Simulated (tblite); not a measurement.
# Geometry relaxation, with input and output: Ge₂H₃OF₃ (part 2 of 2)

The same run, continued: Ge₂H₃OF₃, SMILES [F][Ge]([F])([F])[O][GeH3]; GFN2-xTB geometry optimisation, gas phase (tblite 0.8.0). 

Geometry of the input (Å):
```
Ge 1.4389  -0.1864  0.0177
O  -0.0719  -0.2475  0.8843
Ge -1.5151  0.1625  -0.0635
F  1.5016  -1.2128  -1.4079
F  2.7114  -0.7552  1.1156
F  1.8846  1.4171  -0.5075
H  -1.7497  -0.8815  -1.1797
H  -2.7567  0.0724  0.8257
H  -1.4380  1.5551  -0.7094
```

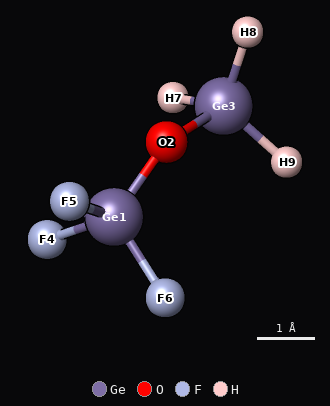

Fig. 1: The geometry at step 27 of the log (ball-and-stick view, seen at a tilt; atoms are numbered from 1 in the order of the input).

Trajectory as extended XYZ, continued
```
9
Properties=species:S:1:pos:R:3:forces:R:3 step=17 energy=-647.89247
Ge    1.4583   -0.1933    0.0330    0.0290   0.0560  -0.1640
O    -0.0840   -0.1875    0.6514    0.1040  -0.0060   0.0170
Ge   -1.6371    0.1657   -0.1605   -0.1570   0.1290   0.0000
F     1.5892   -1.1829   -1.3394    0.0760   0.0320   0.0310
F     2.5541   -0.7394    1.1759    0.0970  -0.0490   0.1000
F     1.9642    1.3449   -0.4719    0.0400  -0.0700   0.0070
H    -1.8065   -0.8619   -1.2303   -0.0500  -0.0940  -0.0390
H    -2.5040    0.0266    1.0417   -0.1090  -0.0100   0.0190
H    -1.5291    1.5516   -0.7245   -0.0300   0.0130   0.0290
9
Properties=species:S:1:pos:R:3:forces:R:3 step=18 energy=-647.89580
Ge    1.4670   -0.1932    0.0283    0.0360   0.0210  -0.0870
O    -0.0813   -0.1821    0.6311    0.1020  -0.0050   0.0230
Ge   -1.6454    0.1683   -0.1603   -0.1010   0.0760   0.0320
F     1.6040   -1.1853   -1.3416    0.0890   0.0300   0.0320
F     2.5461   -0.7429    1.1940    0.0370  -0.0140   0.0170
F     1.9777    1.3444   -0.4714    0.0550  -0.0630   0.0030
H    -1.8228   -0.8531   -1.2293   -0.0600  -0.1460  -0.0740
H    -2.4919    0.0209    1.0522   -0.1330  -0.0070   0.0430
H    -1.5483    1.5468   -0.7276   -0.0240   0.1070   0.0100
9
Properties=species:S:1:pos:R:3:forces:R:3 step=19 energy=-647.89853
Ge    1.4749   -0.1928    0.0230    0.0380  -0.0220   0.0190
O    -0.0773   -0.1778    0.6146    0.0600   0.0060   0.0090
Ge   -1.6539    0.1715   -0.1597   -0.0330  -0.0050   0.0370
F     1.6182   -1.1868   -1.3428    0.1000   0.0170   0.0140
F     2.5393   -0.7459    1.2093   -0.0170   0.0200  -0.0630
F     1.9902    1.3429   -0.4709    0.0730  -0.0370  -0.0080
H    -1.8379   -0.8486   -1.2301   -0.0610  -0.1430  -0.0600
H    -2.4835    0.0160    1.0624   -0.1410  -0.0010   0.0500
H    -1.5651    1.5452   -0.7304   -0.0200   0.1660   0.0020
9
Properties=species:S:1:pos:R:3:forces:R:3 step=20 energy=-647.90148
Ge    1.4833   -0.1928    0.0182    0.0240  -0.0540   0.1120
O    -0.0726   -0.1734    0.5992   -0.0010   0.0180  -0.0090
Ge   -1.6632    0.1748   -0.1584    0.0380  -0.0820   0.0160
F     1.6337   -1.1876   -1.3438    0.1080  -0.0010  -0.0080
F     2.5340   -0.7485    1.2224   -0.0560   0.0450  -0.1260
F     2.0034    1.3404   -0.4708    0.0910  -0.0060  -0.0190
H    -1.8528   -0.8474   -1.2315   -0.0550  -0.1040  -0.0140
H    -2.4800    0.0115    1.0723   -0.1280   0.0060   0.0400
H    -1.5807    1.5469   -0.7323   -0.0210   0.1780   0.0080
9
Properties=species:S:1:pos:R:3:forces:R:3 step=21 energy=-647.90516
Ge    1.4932   -0.1936    0.0147   -0.0110  -0.0620   0.1600
O    -0.0673   -0.1680    0.5825   -0.0680   0.0250  -0.0190
Ge   -1.6737    0.1775   -0.1562    0.0990  -0.1270  -0.0250
F     1.6529   -1.1878   -1.3449    0.1120  -0.0190  -0.0210
F     2.5301   -0.7511    1.2337   -0.0780   0.0590  -0.1620
F     2.0191    1.3368   -0.4714    0.1040   0.0150  -0.0220
H    -1.8694   -0.8495   -1.2323   -0.0450  -0.0400   0.0500
H    -2.4832    0.0072    1.0822   -0.0860   0.0150   0.0080
H    -1.5968    1.5523   -0.7329   -0.0270   0.1340   0.0320
9
Properties=species:S:1:pos:R:3:forces:R:3 step=22 energy=-647.90890
Ge    1.5024   -0.1955    0.0138   -0.0570  -0.0330   0.1210
O    -0.0631   -0.1624    0.5668   -0.1070   0.0200  -0.0110
Ge   -1.6824    0.1786   -0.1537    0.1140  -0.1100  -0.0650
F     1.6734   -1.1874   -1.3461    0.1070  -0.0250  -0.0110
F     2.5283   -0.7527    1.2404   -0.0700   0.0520  -0.1480
F     2.0355    1.3327   -0.4730    0.1030   0.0110  -0.0120
H    -1.8850   -0.8538   -1.2311   -0.0320   0.0160   0.0990
H    -2.4932    0.0042    1.0895   -0.0240   0.0230  -0.0390
H    -1.6108    1.5601   -0.7314   -0.0350   0.0450   0.0650
9
Properties=species:S:1:pos:R:3:forces:R:3 step=23 energy=-647.91186
Ge    1.5087   -0.1973    0.0148   -0.0910   0.0160   0.0200
O    -0.0615   -0.1574    0.5542   -0.1010   0.0050   0.0090
Ge   -1.6868    0.1778   -0.1521    0.0710  -0.0460  -0.0740
F     1.6916   -1.1872   -1.3469    0.0940  -0.0190   0.0170
F     2.5267   -0.7533    1.2428   -0.0410   0.0290  -0.0960
F     2.0501    1.3291   -0.4744    0.0890  -0.0110   0.0060
H    -1.8979   -0.8573   -1.2279   -0.0190   0.0370   0.1100
H    -2.5037    0.0025    1.0934    0.0360   0.0290  -0.0830
H    -1.6223    1.5669   -0.7285   -0.0370  -0.0390   0.0910
9
Properties=species:S:1:pos:R:3:forces:R:3 step=24 energy=-647.91424
Ge    1.5127   -0.1984    0.0153   -0.1000   0.0560  -0.0770
O    -0.0614   -0.1531    0.5423   -0.0700  -0.0110   0.0300
Ge   -1.6887    0.1765   -0.1518    0.0020   0.0250  -0.0520
F     1.7091   -1.1875   -1.3471    0.0770  -0.0090   0.0440
F     2.5227   -0.7533    1.2445   -0.0110   0.0070  -0.0440
F     2.0646    1.3258   -0.4751    0.0690  -0.0330   0.0220
H    -1.9104   -0.8583   -1.2236   -0.0100   0.0230   0.0860
H    -2.5090    0.0010    1.0961    0.0760   0.0310  -0.1120
H    -1.6344    1.5710   -0.7252   -0.0330  -0.0890   0.1020
9
Properties=species:S:1:pos:R:3:forces:R:3 step=25 energy=-647.91697
Ge    1.5161   -0.1985    0.0137   -0.0860   0.0800  -0.1510
O    -0.0621   -0.1479    0.5267   -0.0290  -0.0240   0.0440
Ge   -1.6914    0.1753   -0.1525   -0.0730   0.0900  -0.0070
F     1.7323   -1.1886   -1.3463    0.0530  -0.0010   0.0640
F     2.5149   -0.7531    1.2478    0.0100  -0.0120   0.0010
F     2.0843    1.3214   -0.4749    0.0460  -0.0460   0.0340
H    -1.9274   -0.8574   -1.2177   -0.0010  -0.0120   0.0400
H    -2.5094   -0.0010    1.0992    0.1000   0.0320  -0.1250
H    -1.6522    1.5736   -0.7206   -0.0210  -0.1070   0.0980
9
Properties=species:S:1:pos:R:3:forces:R:3 step=26 energy=-647.92024
Ge    1.5193   -0.1972    0.0090   -0.0460   0.0790  -0.1730
O    -0.0635   -0.1414    0.5059    0.0110  -0.0290   0.0410
Ge   -1.6969    0.1753   -0.1544   -0.1220   0.1200   0.0500
F     1.7640   -1.1905   -1.3440    0.0230   0.0010   0.0700
F     2.5021   -0.7530    1.2535    0.0150  -0.0210   0.0270
F     2.1116    1.3152   -0.4736    0.0190  -0.0400   0.0380
H    -1.9507   -0.8557   -1.2106    0.0070  -0.0530  -0.0170
H    -2.5035   -0.0039    1.1036    0.0970   0.0290  -0.1100
H    -1.6773    1.5750   -0.7140   -0.0040  -0.0860   0.0750
9
Properties=species:S:1:pos:R:3:forces:R:3 step=27 energy=-647.92298
Ge    1.5212   -0.1947    0.0018    0.0000   0.0460  -0.1170
O    -0.0651   -0.1358    0.4866    0.0250  -0.0210   0.0140
Ge   -1.7049    0.1771   -0.1567   -0.1070   0.0810   0.0770
F     1.7941   -1.1927   -1.3402   -0.0030  -0.0080   0.0500
F     2.4880   -0.7528    1.2594   -0.0010  -0.0160   0.0200
F     2.1380    1.3088   -0.4712    0.0000  -0.0100   0.0290
H    -1.9726   -0.8550   -1.2053    0.0130  -0.0660  -0.0460
H    -2.4923   -0.0064    1.1082    0.0620   0.0230  -0.0650
H    -1.7015    1.5753   -0.7072    0.0100  -0.0300   0.0380
9
Properties=species:S:1:pos:R:3:forces:R:3 step=28 energy=-647.92415
Ge    1.5211   -0.1925   -0.0033    0.0180   0.0130  -0.0370
O    -0.0662   -0.1337    0.4778    0.0160  -0.0080  -0.0130
Ge   -1.7111    0.1791   -0.1580   -0.0520   0.0120   0.0570
F     1.8078   -1.1939   -1.3371   -0.0110  -0.0220   0.0180
F     2.4799   -0.7526    1.2623   -0.0180  -0.0050  -0.0010
F     2.1503    1.3057   -0.4692   -0.0020   0.0220   0.0160
H    -1.9820   -0.8562   -1.2049    0.0160  -0.0420  -0.0310
H    -2.4825   -0.0074    1.1114    0.0200   0.0160  -0.0210
H    -1.7123    1.5754   -0.7036    0.0120   0.0140   0.0130
9
Properties=species:S:1:pos:R:3:forces:R:3 step=29 energy=-647.92444
Ge    1.5207   -0.1917   -0.0050    0.0140   0.0030  -0.0030
O    -0.0667   -0.1337    0.4764    0.0080  -0.0010  -0.0250
Ge   -1.7138    0.1798   -0.1582   -0.0130  -0.0170   0.0260
F     1.8094   -1.1946   -1.3359   -0.0090  -0.0290   0.0030
F     2.4775   -0.7525    1.2627   -0.0220  -0.0010  -0.0090
F     2.1521    1.3056   -0.4683    0.0000   0.0320   0.0100
H    -1.9826   -0.8577   -1.2064    0.0160  -0.0170  -0.0080
H    -2.4782   -0.0074    1.1130   -0.0020   0.0120  -0.0020
H    -1.7135    1.5760   -0.7029    0.0080   0.0180   0.0090
9
Properties=species:S:1:pos:R:3:forces:R:3 step=30 energy=-647.92456
Ge    1.5206   -0.1913   -0.0055    0.0070   0.0030   0.0030
O    -0.0669   -0.1338    0.4757    0.0040   0.0010  -0.0270
Ge   -1.7152    0.1798   -0.1581    0.0080  -0.0220   0.0020
F     1.8090   -1.1953   -1.3354   -0.0070  -0.0290  -0.0010
F     2.4766   -0.7525    1.2626   -0.0200  -0.0010  -0.0090
F     2.1521    1.3062   -0.4678    0.0000   0.0310   0.0080
H    -1.9818   -0.8588   -1.2075    0.0140  -0.0020   0.0060
H    -2.4765   -0.0071    1.1140   -0.0120   0.0090   0.0070
H    -1.7129    1.5766   -0.7027    0.0040   0.0100   0.0110
9
Properties=species:S:1:pos:R:3:forces:R:3 step=31 energy=-647.92470
Ge    1.5209   -0.1909   -0.0061    0.0010   0.0050  -0.0010
O    -0.0670   -0.1335    0.4734    0.0040   0.0020  -0.0240
Ge   -1.7167    0.1794   -0.1578    0.0250  -0.0150  -0.0200
F     1.8092   -1.1966   -1.3348   -0.0050  -0.0260  -0.0010
F     2.4749   -0.7526    1.2628   -0.0150  -0.0020  -0.0050
F     2.1527    1.3073   -0.4671   -0.0010   0.0250   0.0080
H    -1.9812   -0.8599   -1.2083    0.0110   0.0070   0.0160
H    -2.4749   -0.0068    1.1154   -0.0200   0.0060   0.0130
H    -1.7130    1.5774   -0.7021    0.0000  -0.0030   0.0140
9
Properties=species:S:1:pos:R:3:forces:R:3 step=32 energy=-647.92487
Ge    1.5219   -0.1901   -0.0074   -0.0040   0.0080  -0.0100
O    -0.0668   -0.1327    0.4682    0.0040   0.0010  -0.0150
Ge   -1.7183    0.1787   -0.1575    0.0350   0.0010  -0.0380
F     1.8111   -1.1989   -1.3338   -0.0020  -0.0200   0.0000
F     2.4718   -0.7529    1.2635   -0.0080  -0.0030   0.0010
F     2.1548    1.3089   -0.4658   -0.0030   0.0150   0.0080
H    -1.9817   -0.8607   -1.2086    0.0060   0.0120   0.0210
H    -2.4732   -0.0064    1.1174   -0.0240   0.0010   0.0170
H    -1.7146    1.5780   -0.7007   -0.0040  -0.0160   0.0160
9
Properties=species:S:1:pos:R:3:forces:R:3 step=33 energy=-647.92506
Ge    1.5237   -0.1891   -0.0095   -0.0050   0.0080  -0.0190
O    -0.0660   -0.1314    0.4604    0.0040   0.0010  -0.0030
Ge   -1.7197    0.1779   -0.1572    0.0310   0.0170  -0.0410
F     1.8150   -1.2022   -1.3326    0.0000  -0.0110   0.0010
F     2.4672   -0.7534    1.2648   -0.0010  -0.0030   0.0060
F     2.1588    1.3108   -0.4641   -0.0050   0.0040   0.0080
H    -1.9838   -0.8611   -1.2078    0.0020   0.0090   0.0180
H    -2.4717   -0.0060    1.1199   -0.0200  -0.0030   0.0150
H    -1.7183    1.5784   -0.6985   -0.0060  -0.0210   0.0140
9
Properties=species:S:1:pos:R:3:forces:R:3 step=34 energy=-647.92518
Ge    1.5252   -0.1883   -0.0115   -0.0010   0.0030  -0.0180
O    -0.0651   -0.1304    0.4546    0.0020   0.0010   0.0050
Ge   -1.7198    0.1775   -0.1571    0.0150   0.0200  -0.0260
F     1.8184   -1.2048   -1.3318    0.0020  -0.0040   0.0010
F     2.4637   -0.7537    1.2658    0.0030  -0.0020   0.0060
F     2.1619    1.3121   -0.4627   -0.0060  -0.0020   0.0050
H    -1.9859   -0.8610   -1.2064   -0.0010   0.0000   0.0080
H    -2.4718   -0.0058    1.1209   -0.0100  -0.0050   0.0090
H    -1.7217    1.5781   -0.6965   -0.0050  -0.0120   0.0080
9
Properties=species:S:1:pos:R:3:forces:R:3 step=35 energy=-647.92522
Ge    1.5258   -0.1880   -0.0125    0.0020  -0.0010  -0.0100
O    -0.0645   -0.1302    0.4534    0.0010   0.0020   0.0060
Ge   -1.7192    0.1777   -0.1572    0.0020   0.0120  -0.0080
F     1.8194   -1.2057   -1.3316    0.0020  -0.0030   0.0000
F     2.4629   -0.7539    1.2660    0.0020  -0.0010   0.0030
F     2.1627    1.3126   -0.4623   -0.0050  -0.0010   0.0030
H    -1.9866   -0.8608   -1.2055    0.0000  -0.0040   0.0020
H    -2.4728   -0.0057    1.1207   -0.0020  -0.0040   0.0010
H    -1.7228    1.5778   -0.6956   -0.0020  -0.0010   0.0020
9
Properties=species:S:1:pos:R:3:forces:R:3 step=36 energy=-647.92523
Ge    1.5256   -0.1880   -0.0126    0.0020  -0.0030  -0.0040
O    -0.0643   -0.1305    0.4547   -0.0010   0.0030   0.0030
Ge   -1.7186    0.1780   -0.1574   -0.0010   0.0040  -0.0010
F     1.8188   -1.2058   -1.3317    0.0020  -0.0030  -0.0010
F     2.4636   -0.7538    1.2655    0.0010   0.0000   0.0010
F     2.1620    1.3127   -0.4623   -0.0040   0.0000   0.0020
H    -1.9860   -0.8609   -1.2052    0.0010  -0.0030   0.0010
H    -2.4738   -0.0055    1.1199    0.0010  -0.0030  -0.0010
H    -1.7221    1.5776   -0.6955   -0.0010   0.0040   0.0000
```

Key numbers

```json
{"quantity": "outcome", "value": "converged"}
{"quantity": "total energy", "value": "−647.9252 eV"}
{"quantity": "hardware", "value": "1 CPU thread, shared host"}
{"quantity": "wall time", "value": "1.2 s"}
{"quantity": "peak memory", "value": "0.18 GiB"}
```
